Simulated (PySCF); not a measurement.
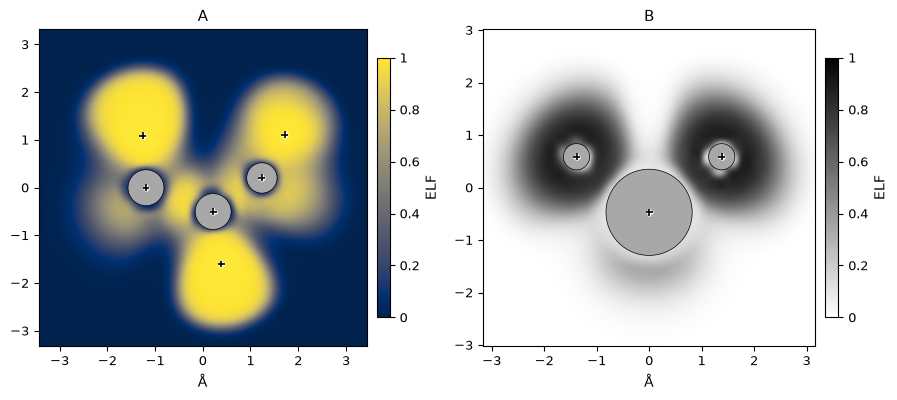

The electron localisation function of 2 systems, each on a plane through atoms (crosses mark nuclei in the plane; grey discs cover the cores).

These are results of PySCF, DFT single point, gas phase, functional wB97X, not measurements.

System 1: F$_{2}$GeH$_{2}$ (difluorogermane), the plane of atoms F1, Ge2 and F3. Geometry: PBE0-D3(BJ)/ma-def2-SVP.

```xyz
5

F    -1.2614    1.0969   -0.0268
Ge   -0.0112   -0.1160    0.0003
F     1.4839    0.7714   -0.1073
H    -0.0497   -0.7871    1.3706
H    -0.1458   -0.9481   -1.2724
```

System 2: C$_{2}$H$_{5}$N (SMILES CC=[NH+]) (charge +1, doublet), the plane of atoms C1, C2 and H7. Geometry: PBE0-D3(BJ)/def2-SVP.

```xyz
8

C     0.8968   -0.1729    0.0558
C    -0.4336    0.4935   -0.0679
N    -1.5332   -0.0794   -0.0980
H     1.3862    0.2451    0.9522
H     1.4954    0.1335   -0.8190
H     0.8249   -1.2644    0.1202
H    -0.4640    1.6026   -0.1410
H    -2.1238   -0.9157   -0.0799
```

> Match each panel to its system.

Panel A is system 2, C$_{2}$H$_{5}$N: the plane holds C, N and H. C–N (1.24 Å): the ELF peaks at about 0.90 between the atoms: a multiple bond. Panel B is system 1, F$_{2}$GeH$_{2}$: the plane holds F and Ge. Ge–F (1.74 Å): the ELF peaks at about 0.80 in the valence shell of F, 0.5 Å from its nucleus, and is about 0.25 at the midpoint.
